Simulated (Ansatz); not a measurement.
# What Ba2C (model cell, started as cuprite) distorts into, part 2 of 2

Which phase does Ba2C (model cell, started as cuprite) fall into along its unstable mode, and how much energy does it gain?

Ansatz 0.2.0; DFT PBEsol, scalar-relativistic, plane waves, PAW.

So far, highest frequency on the path or at a solved wavevector (cm⁻¹): step 2 (response at finite wavevector) 233. Also lowest frequency on the path (cm⁻¹): step 2 -132.

The structure was built from a prototype and need not be the compound's stable phase.

### Step 5. Energy along the mode, all amplitudes (two of the runs are shown above)

An imaginary frequency means negative curvature, so the energy should fall and then rise again as anharmonic terms take over.

Numbers from this step:

* depth at the lowest point sampled: 3.656 meV/atom
* largest atomic shift at that point: 0.22 Å

Table of energy from the parent by largest atomic shift:

```
largest atomic shift (Å)  energy from the parent (meV/atom)
                   0.000                                  0
                   0.040                             -0.274
                   0.080                              -1.03
                   0.140                              -2.58
                   0.220                              -3.66
                   0.320                             -0.024
                   0.450                               15.9
```

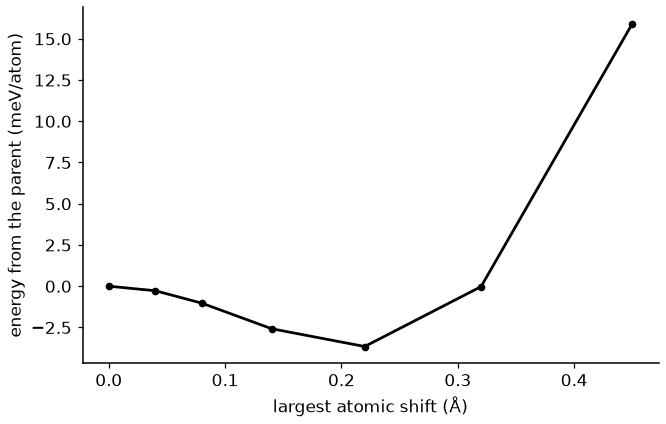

Energy from the parent against largest atomic shift.

Displacement at unit largest shift by atom:

| atom | x (Å) | y (Å) | z (Å) | size |
| --- | --- | --- | --- | --- |
| C1 | 0.00 | 0.00 | 1.00 | 1.00 |
| C2 | 0.00 | 0.00 | -1.00 | 1.00 |
| C3 | 0.00 | 0.00 | -1.00 | 1.00 |
| C4 | 0.00 | 0.00 | 1.00 | 1.00 |
| Ba5 | 0.00 | 0.00 | 0.00 | 0.00 |
| Ba6 | 0.00 | 0.00 | 0.00 | 0.00 |
| Ba7 | 0.00 | 0.00 | 0.00 | 0.00 |
| Ba8 | 0.00 | 0.00 | 0.00 | 0.00 |
| Ba9 | -0.11 | 0.11 | 0.02 | 0.15 |
| Ba10 | 0.11 | -0.11 | -0.02 | 0.15 |
| Ba11 | 0.11 | -0.11 | 0.02 | 0.15 |
| Ba12 | -0.11 | 0.11 | -0.02 | 0.15 |

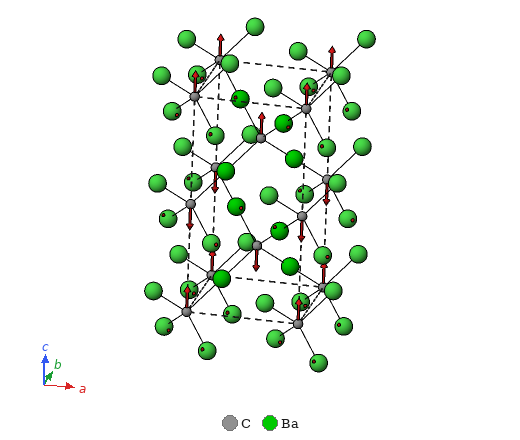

Displacement at unit largest shift as arrows, the longest 1 Å. Some periodic images of atoms are drawn too.

The lowest of the steps tried is at 0.22 Å, 3.66 meV/atom below the parent; the bottom of the well need not coincide with a step.

### Step 6. Relaxation from the frozen mode

Starting from the lowest point found, all atoms and the cell are let go, so that strain and other modes of the same symmetry can join in.

input.yaml reads:

```yaml
crystal:
  lattice:
    - [6.1820686643, 0.0, 0.0]
    - [0.0, 6.1820686643, 0.0]
    - [0.0, 0.0, 12.3641373286]
  atoms:
    - { symbol: C, position: [0.0, 0.0, 0.0177933967] }
    - { symbol: C, position: [0.0, 0.0, 0.4822066033] }
    - { symbol: C, position: [0.5, 0.5, 0.2322066033] }
    - { symbol: C, position: [0.5, 0.5, 0.7677933967] }
    - { symbol: Ba, position: [0.25, 0.25, 0.125] }
    - { symbol: Ba, position: [0.25, 0.25, 0.625] }
    - { symbol: Ba, position: [0.75, 0.75, 0.125] }
    - { symbol: Ba, position: [0.75, 0.75, 0.625] }
    - { symbol: Ba, position: [0.7462174914, 0.2537825086, 0.3753740919] }
    - { symbol: Ba, position: [0.7537825086, 0.2462174914, 0.8746259081] }
    - { symbol: Ba, position: [0.2537825086, 0.7462174914, 0.3753740919] }
    - { symbol: Ba, position: [0.2462174914, 0.7537825086, 0.8746259081] }
kpoints:
  mp_grid: { grid: [6, 6, 4] }
hamiltonian:
  xc: pbesol
scf:
  occupations: { method: methfessel_paxton, width: 0.2 }
output:
  forces: true
  stress: true
  eigenvalues: true
relax:
  adjacent_minimum: "off"
  f_tol: 0.002
  max_steps: 120
  cell: { stress_tol: 0.03 }
```

Launch:

```
ansatz run input.yaml --threads 8 --pin off --max-ram 14336MiB --backend cpu --events-out ev --progress --plain --runs-dir out
```

Numbers of over 12 decimals in the logs are rounded to 6 here.

The program printed:

```text
[...]
Crystal: 12 atoms, lattice volume = 472.532 Å³
Basis set: ecut = 420 eV, 9261 PW (Γ), exchange–correlation on 90×90×180 points (8 copies of the dense FFT grid, shifted against one another)
Bands: 60, of which v1, the nominal top of the filled ones, is band 48 counted from 1 (47 counted from 0)
Symmetry: 8 space group operations
[...]
k-points: 39 of 144
[...]
SCF iter   1: F=—  HF=-47876.028223 eV  |F-HF|=—  |Δ(HF+E_count)|=         —  Δρ=7.68e-3  dr2=1.35e0  ethr=1.77e-3  ⟨swp⟩=11.5  Hψ=13032  notcnv=0
[...]
SCF iter   8: F=-47875.949863 eV  HF=-47875.949863 eV  |F-HF|=2.10e-8  |Δ(HF+E_count)|=   2.36e-8  S|Δr|=    0.00e0  Δρ=1.94e-6  dr2=3.85e-8  ethr=1.04e-10  ⟨swp⟩=11.3  Hψ=11341  notcnv=0
SCF 1 converged in 8 iterations: F = -47875.949863 eV  dr2 = 3.85e-8
[...]
relax step   1: F+E_penalty+E_count = -47875.94986306 eV  Δ(F+E_penalty+E_count) = +0.000e0 eV  max|allowed force component| = 1.532e-1 eV/Å  Δτ_max = 0.0000 Å  P = -0.107 GPa  Ω = 472.532 Å³  (8 SCF iters, dr2 threshold 1.00e-7 eV, accepted)
Crystal: 12 atoms, lattice volume = 463.598 Å³
Basis set: ecut = 420 eV, 9049 PW (Γ), exchange–correlation on 90×90×180 points (8 copies of the dense FFT grid, shifted against one another)
[...]
SCF iter   1: F=—  HF=-47876.357396 eV  |F-HF|=—  |Δ(HF+E_count)|=         —  Δρ=1.70e-2  dr2=4.29e0  ethr=3.10e-3  ⟨swp⟩=8.0  Hψ=9213  notcnv=0
[...]
SCF iter   8: F=-47875.938481 eV  HF=-47875.938481 eV  |F-HF|=7.64e-8  |Δ(HF+E_count)|=   5.44e-7  S|Δr|=    0.00e0  Δρ=4.82e-6  dr2=2.61e-7  ethr=1.25e-9  ⟨swp⟩=12.1  Hψ=12033  notcnv=0
SCF 2 converged in 8 iterations: F = -47875.938481 eV  dr2 = 2.61e-7
[...]
relax step   2: F+E_penalty+E_count = -47875.93848054 eV  Δ(F+E_penalty+E_count) = +1.138e-2 eV  max|allowed force component| = 1.809e-1 eV/Å  Δτ_max = 0.1947 Å  P = +0.077 GPa  Ω = 463.598 Å³  energy of the carried Pulay correction = +2.303e-3 eV  (8 SCF iters, dr2 threshold 1.20e-6 eV, rejected (line search))
Crystal: 12 atoms, lattice volume = 467.422 Å³
Basis set: ecut = 420 eV, 9133 PW (Γ), exchange–correlation on 90×90×180 points (8 copies of the dense FFT grid, shifted against one another)
[...]
SCF iter  11: F=-47875.985769 eV  HF=-47875.985769 eV  |F-HF|=7.28e-12  |Δ(HF+E_count)|=  1.46e-11  S|Δr|=    0.00e0  Δρ=4.13e-8  dr2=2.72e-11  ethr=1.00e-12  ⟨swp⟩=9.2  Hψ=11900  notcnv=0
SCF 3 converged in 11 iterations: F = -47875.985769 eV  dr2 = 2.72e-11
relax step   3: F+E_penalty+E_count = -47875.98576910 eV  Δ(F+E_penalty+E_count) = -3.591e-2 eV  max|allowed force component| = 4.681e-2 eV/Å  Δτ_max = 0.0857 Å  P = +0.011 GPa  Ω = 467.422 Å³  energy of the carried Pulay correction = +1.312e-3 eV  (11 SCF iters, accepted)
[... from here on, the SCF cycles and remarks between the steps are left out ...]
relax step   4: F+E_penalty+E_count = -47875.98891569 eV  Δ(F+E_penalty+E_count) = -3.147e-3 eV  max|allowed force component| = 5.846e-2 eV/Å  Δτ_max = 0.0257 Å  P = +0.007 GPa  Ω = 466.991 Å³  energy of the carried Pulay correction = +1.423e-3 eV  (7 SCF iters, dr2 threshold 1.37e-7 eV, accepted)
relax step   5: F+E_penalty+E_count = -47876.00012480 eV  Δ(F+E_penalty+E_count) = -1.121e-2 eV  max|allowed force component| = 1.796e-1 eV/Å  Δτ_max = 0.1309 Å  P = -0.021 GPa  Ω = 464.389 Å³  energy of the carried Pulay correction = +2.097e-3 eV  (9 SCF iters, dr2 threshold 2.14e-7 eV, accepted)
relax step   6: F+E_penalty+E_count = -47876.13993682 eV  Δ(F+E_penalty+E_count) = -1.398e-1 eV  max|allowed force component| = 3.378e-1 eV/Å  Δτ_max = 0.1666 Å  P = -0.032 GPa  Ω = 462.130 Å³  energy of the carried Pulay correction = +2.686e-3 eV  (7 SCF iters, dr2 threshold 1.20e-6 eV, accepted)
relax step   7: F+E_penalty+E_count = -47876.30890406 eV  Δ(F+E_penalty+E_count) = -1.690e-1 eV  max|allowed force component| = 5.265e-1 eV/Å  Δτ_max = 0.0734 Å  P = -0.111 GPa  Ω = 458.606 Å³  energy of the carried Pulay correction = +3.609e-3 eV  (8 SCF iters, dr2 threshold 1.20e-6 eV, accepted)
relax step   8: F+E_penalty+E_count = -47876.56044748 eV  Δ(F+E_penalty+E_count) = -2.515e-1 eV  max|allowed force component| = 2.566e-1 eV/Å  Δτ_max = 0.0906 Å  P = -0.284 GPa  Ω = 450.315 Å³  energy of the carried Pulay correction = +5.809e-3 eV  (8 SCF iters, dr2 threshold 1.20e-6 eV, accepted)
relax step   9: F+E_penalty+E_count = -47876.43643196 eV  Δ(F+E_penalty+E_count) = +1.240e-1 eV  max|allowed force component| = 5.825e-1 eV/Å  Δτ_max = 0.1991 Å  P = +0.051 GPa  Ω = 431.589 Å³  energy of the carried Pulay correction = +1.093e-2 eV  (8 SCF iters, dr2 threshold 1.20e-6 eV, rejected (line search))
relax step  10: F+E_penalty+E_count = -47876.62161572 eV  Δ(F+E_penalty+E_count) = -6.117e-2 eV  max|allowed force component| = 1.664e-1 eV/Å  Δτ_max = 0.0701 Å  P = -0.076 GPa  Ω = 439.968 Å³  energy of the carried Pulay correction = +8.612e-3 eV  (13 SCF iters, accepted)
relax step  11: F+E_penalty+E_count = -47876.63549382 eV  Δ(F+E_penalty+E_count) = -1.388e-2 eV  max|allowed force component| = 2.683e-1 eV/Å  Δτ_max = 0.0999 Å  P = +0.156 GPa  Ω = 436.336 Å³  energy of the carried Pulay correction = +9.611e-3 eV  (8 SCF iters, dr2 threshold 1.20e-6 eV, accepted)
relax step  12: F+E_penalty+E_count = -47876.65323279 eV  Δ(F+E_penalty+E_count) = -1.774e-2 eV  max|allowed force component| = 4.009e-2 eV/Å  Δτ_max = 0.0604 Å  P = -0.042 GPa  Ω = 439.777 Å³  energy of the carried Pulay correction = +8.664e-3 eV  (8 SCF iters, dr2 threshold 1.20e-6 eV, accepted)
relax step  13: F+E_penalty+E_count = -47876.65516539 eV  Δ(F+E_penalty+E_count) = -1.933e-3 eV  max|allowed force component| = 6.091e-3 eV/Å  Δτ_max = 0.0210 Å  P = -0.003 GPa  Ω = 438.715 Å³  energy of the carried Pulay correction = +8.956e-3 eV  (8 SCF iters, dr2 threshold 1.00e-7 eV, accepted)
relax step  14: F+E_penalty+E_count = -47876.65522141 eV  Δ(F+E_penalty+E_count) = -5.603e-5 eV  max|allowed force component| = 4.382e-4 eV/Å  Δτ_max = 0.0016 Å  P = -0.001 GPa  Ω = 438.614 Å³  energy of the carried Pulay correction = +8.983e-3 eV  (8 SCF iters, dr2 threshold 2.32e-9 eV, accepted)
relax step  15: F+E_penalty+E_count = -47876.70435688 eV  Δ(F+E_penalty+E_count) = -4.914e-2 eV  max|allowed force component| = 2.424e-3 eV/Å  Δτ_max = 0.0000 Å  P = +0.109 GPa  Ω = 438.614 Å³  stress off target by 3.50e-1 GPa  SCF on the basis re-selected at this cell (its energy is not comparable with the rows above)  (7 SCF iters)
relax step  16: F+E_penalty+E_count = -47876.70828828 eV  Δ(F+E_penalty+E_count) = -3.931e-3 eV  max|allowed force component| = 6.031e-3 eV/Å  Δτ_max = 0.0176 Å  P = -0.002 GPa  Ω = 437.798 Å³  energy of the carried Pulay correction = +2.169e-4 eV  (7 SCF iters, dr2 threshold 3.06e-7 eV, accepted)
relax step  17: F+E_penalty+E_count = -47876.70854814 eV  Δ(F+E_penalty+E_count) = -2.599e-4 eV  max|allowed force component| = 3.827e-3 eV/Å  Δτ_max = 0.0049 Å  P = -0.003 GPa  Ω = 438.529 Å³  energy of the carried Pulay correction = +1.753e-5 eV  (7 SCF iters, dr2 threshold 1.15e-8 eV, accepted)
relax step  18: F+E_penalty+E_count = -47876.70857851 eV  Δ(F+E_penalty+E_count) = -3.036e-5 eV  max|allowed force component| = 3.905e-4 eV/Å  Δτ_max = 0.0011 Å  P = +0.000 GPa  Ω = 438.454 Å³  energy of the carried Pulay correction = +3.820e-5 eV  (7 SCF iters, dr2 threshold 9.16e-10 eV, accepted)
[...]
SCF iter   5: F=-47876.708634 eV  HF=-47876.708634 eV  |F-HF|=7.28e-12  |Δ(HF+E_count)|=  2.91e-11  S|Δr|=    0.00e0  Δρ=4.30e-8  dr2=1.53e-11  ethr=1.00e-12  ⟨swp⟩=4.8  Hψ=8538  notcnv=0
SCF 19 converged in 5 iterations: F = -47876.708634 eV  dr2 = 1.53e-11
relax step  19: F+E_penalty+E_count = -47876.70863412 eV  Δ(F+E_penalty+E_count) = -5.562e-5 eV  max|allowed force component| = 3.900e-4 eV/Å  Δτ_max = 0.0000 Å  P = +0.000 GPa  Ω = 438.454 Å³  stress off target by 5.15e-3 GPa  SCF on the basis re-selected at this cell (its energy is not comparable with the rows above)  (5 SCF iters)
[...]
SCF converged after 5 iterations
[...]
Free energy (F): -47876.708634 eV
[...]
Internal energy: -47876.703230 eV  (E = F + TS)
E sigma→0 (E₀):  -47876.707283 eV
Entropy (-TS):   -0.005405 eV (-0.450 meV/atom)
Fermi energy:    7.037750 eV
[...]
--- Forces (eV/Å), atoms counted from 1 ---
  atom   1  C      0.00000000     0.00000000     0.00024493
  atom   2  C      0.00000000     0.00000000    -0.00013078
  atom   3  C      0.00000000     0.00000000    -0.00024493
  atom   4  C      0.00000000    -0.00000000     0.00013078
  atom   5  Ba     0.00000000     0.00000000     0.00000000
  atom   6  Ba    -0.00000000     0.00000000     0.00000000
  atom   7  Ba    -0.00000000     0.00000000     0.00000000
  atom   8  Ba     0.00000000     0.00000000     0.00000000
  atom   9  Ba     0.00039000    -0.00039000     0.00031156
  atom  10  Ba    -0.00039000     0.00039000    -0.00031156
  atom  11  Ba    -0.00039000     0.00039000     0.00031156
  atom  12  Ba     0.00039000    -0.00039000    -0.00031156
  max |Σ_I F_I| component: 8.67e-19 eV/Å
--- Stress (GPa, compression-positive) ---
       -0.001889      -0.000899       0.000000
       -0.000899      -0.001889       0.000000
        0.000000       0.000000       0.005155
  P = ⅓ Tr σ = 0.0005 GPa (0.005 kbar)
--- Band table (eV; the first three rows and the last of 39) ---
  k-point 0: bands = [... 44 lower, 6.0872, 6.1031, 6.7011, 6.7435, 7.2184, 7.3915, 7.4325, 7.5318, ... 8 higher]
  k-point 1: bands = [... 44 lower, 6.4311, 6.4543, 6.8377, 6.9181, 7.2080, 7.3008, 7.3210, 7.4525, ... 8 higher]
  k-point 2: bands = [... 44 lower, 6.7514, 6.8703, 6.9107, 7.0125, 7.0288, 7.0933, 7.1724, 7.4437, ... 8 higher]
  k-point 38: bands = [... 44 lower, 6.8314, 6.8518, 6.8522, 6.8664, 7.1713, 7.3915, 7.7422, 7.7506, ... 8 higher]
--- Relaxed structure (17 steps of the walk, 15 accepted, 2 SCFs on fresh bases) ---
  F+E_penalty+E_count = -47876.70863412 eV   max|allowed force component| = 3.900e-4 eV/Å   (the final SCF, on the basis selected at the relaxed cell)
  cell:  # Å, volume = 438.4539 Å³
    - [5.468728, -0.00430565, 0.0]
    - [-0.00430565, 5.468728, 0.0]
    - [0.0, 0.0, 14.660597]
  atoms:
    - { symbol: C, position: [-3.566030300048141e-19, -5.202896667283349e-19, 0.00247419] }
[...]
- { symbol: C, position: [0.500000, 0.500000, 0.247526] }
    - { symbol: C, position: [0.500000, 0.500000, 0.754225] }
    - { symbol: Ba, position: [0.250000, 0.250000, 0.125000] }
    - { symbol: Ba, position: [0.250000, 0.250000, 0.625] }
    - { symbol: Ba, position: [0.75, 0.75, 0.125000] }
    - { symbol: Ba, position: [0.75, 0.75, 0.625] }
    - { symbol: Ba, position: [0.737022, 0.262978, 0.379941] }
    - { symbol: Ba, position: [0.762978, 0.237022, 0.870059] }
    - { symbol: Ba, position: [0.262978, 0.737022, 0.379941] }
    - { symbol: Ba, position: [0.237022, 0.762978, 0.870059] }
```

Elapsed: 2.9 min, on 8 threads of Arm Neoverse V2, shared host; peak memory 2.3 GiB; 23 min of CPU time.

Relaxation path:

| step | energy less that of the first step (eV) | largest force component (eV/Å) | pressure (GPa) | volume (Å³) |
| --- | --- | --- | --- | --- |
| 1 | 0.0000 | 0.1532 | -0.11 | 472.53 |
| 2 | 0.0114 | 0.1809 | 0.08 | 463.60 |
| 3 | -0.0359 | 0.0468 | 0.01 | 467.42 |
| 4 | -0.0391 | 0.0585 | 0.01 | 466.99 |
| 5 | -0.0503 | 0.1796 | -0.02 | 464.39 |
| 6 | -0.1901 | 0.3378 | -0.03 | 462.13 |
| 7 | -0.3590 | 0.5265 | -0.11 | 458.61 |
| 8 | -0.6106 | 0.2566 | -0.28 | 450.32 |
| 9 | -0.4866 | 0.5825 | 0.05 | 431.59 |
| 10 | -0.6718 | 0.1664 | -0.08 | 439.97 |
| 11 | -0.6856 | 0.2683 | 0.16 | 436.34 |
| 12 | -0.7034 | 0.0401 | -0.04 | 439.78 |
| 13 | -0.7053 | 0.0061 | 0.00 | 438.71 |
| 14 | -0.7054 | 0.0004 | 0.00 | 438.61 |
| 15* | -0.7545 | 0.0024 | 0.11 | 438.61 |
| 16 | -0.7584 | 0.0060 | 0.00 | 437.80 |
| 17 | -0.7587 | 0.0038 | 0.00 | 438.53 |
| 18 | -0.7587 | 0.0004 | 0.00 | 438.45 |
| 19* | -0.7588 | 0.0004 | 0.00 | 438.45 |

Relaxation steps marked * repeat the geometry before them on a plane-wave basis chosen anew for their cell, so energy and pressure can jump there. Relaxation steps 2, 9 were tried and not accepted.

The run keeps the 8 symmetry operations that it works with, so distortions that break them were not tested.

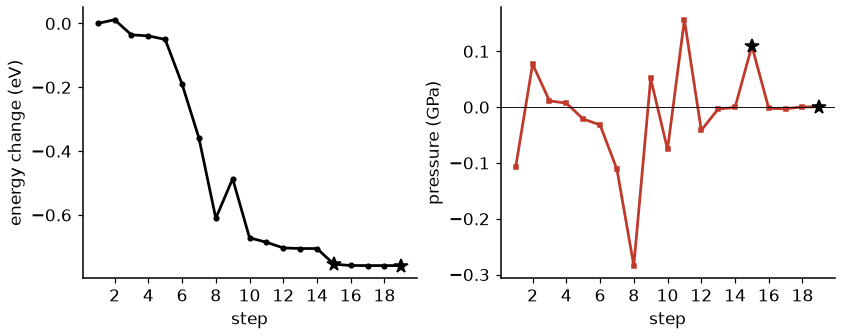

Energy and pressure along the relaxation. Stars mark steps on a basis chosen anew.

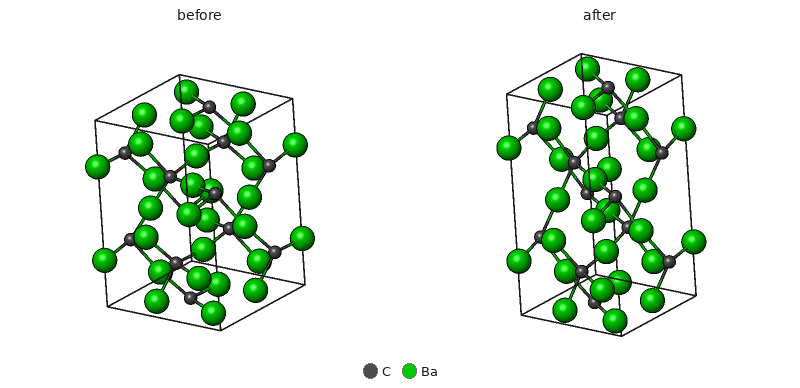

Before and after, at one scale.

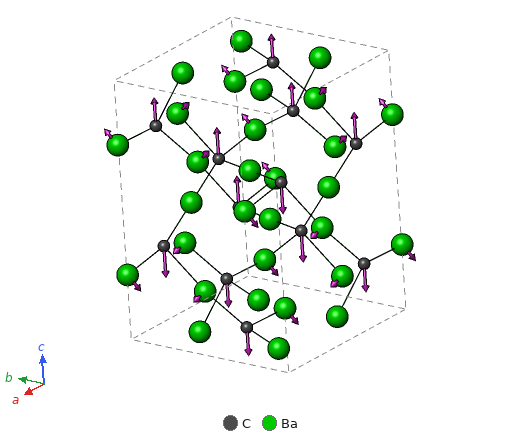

Displacements in the relaxation, exaggerated, measured against the changing cell; the longest in the cell stands for 0.22 Å. Some periodic images of atoms are drawn too.

```
     cell as run  before   after   change
           a (Å)   6.182   5.469  -11.5 %
           b (Å)   6.182   5.469  -11.5 %
           c (Å)  12.364  14.661  +18.6 %
           γ (°)   90.00   90.09   +0.1 %
volume (Å³/atom)   39.38   36.54   -7.2 %
```

The atoms that moved most (Å, as changes of fractional coordinates times the final cell):

```
atom      dx      dy      dz  length
  C3   0.000   0.000   0.225   0.225
  C1   0.000   0.000  -0.225   0.225
  C2   0.000   0.000   0.199   0.199
  C4   0.000   0.000  -0.199   0.199
Ba12  -0.050   0.050  -0.067   0.098
Ba10   0.050  -0.050  -0.067   0.098
Ba11   0.050  -0.050   0.067   0.098
 Ba9  -0.050   0.050   0.067   0.098
```

The relaxed structure:

```xyz
12
Lattice="5.4687 -0.0043 0.0000 -0.0043 5.4687 0.0000 0.0000 0.0000 14.6606" Properties=species:S:1:pos:R:3 pbc="T T T"
C     0.0000    0.0000    0.0363
C     0.0000    0.0000    7.2684
C     2.7322    2.7322    3.6289
C     2.7322    2.7322   11.0574
Ba    1.3661    1.3661    1.8326
Ba    1.3661    1.3661    9.1629
Ba    4.0983    4.0983    1.8326
Ba    4.0983    4.0983    9.1629
Ba    4.0294    1.4350    5.5702
Ba    4.1715    1.2929   12.7556
Ba    1.4350    4.0294    5.5702
Ba    1.2929    4.1715   12.7556
```

This step gave:

| Quantity | Value |
| --- | --- |
| pressure | 4.59e-4 GPa |
| volume per atom | 36.54 Å³ |

The distorted start has space group Cmme; the relaxation ends in Cmme.

### Step 7. Results

* unstable mode of the parent: q = (0, 0, -0.5), 118i cm⁻¹
* depth at the lowest point sampled: 3.66 meV/atom
* largest atomic shift at that point: 0.22 Å
* space group reached (within 0.01 Å): Cmme
* energy gained over the parent (first relaxation, on the mesh of the frozen mode): 67.0 meV/atom
* volume per atom, phase reached: 36.5 Å³

What this shows: From this start the structure relaxes into Cmme, 67.0 meV/atom below the parent. At the parent's cell the well is 3.656 meV/atom deep on the steps tried, with its lowest point at a shift of 0.22 Å. Relaxing atoms and cell changes the gain by +63.34 meV/atom against the lowest step (energies at zero smearing). Most of the total comes from this relaxation. The frozen pattern makes up only 19 % of the final shifts of the atoms, so other modes or strain give most of the change. The modes of the phase reached were not computed on this path. Of the 6 patterns followed to their end from this parent, this one ends 303 meV/atom above the lowest, Fm-3m. Each path keeps the symmetry of its pattern, so a lower phase may lie along a pattern not tried. With no gap, or one that is small against the smearing, the frequencies hang on the k mesh and the smearing, most of all near Kohn anomalies. Spin-orbit coupling is left out, which can matter for the heavy elements here. The starting cell was built on a prototype and not taken from a measurement, so the phase need not exist.

[Logs are printed without paths, hosts, clocks, repeated set-up lines and the standing remarks that a program may print on its own settings, such as how far it seeks lower states.]

[Hosts, paths, dates, database ids (printed as entryN), source tags and the programs' standing remarks are cut or masked in the printed files.]
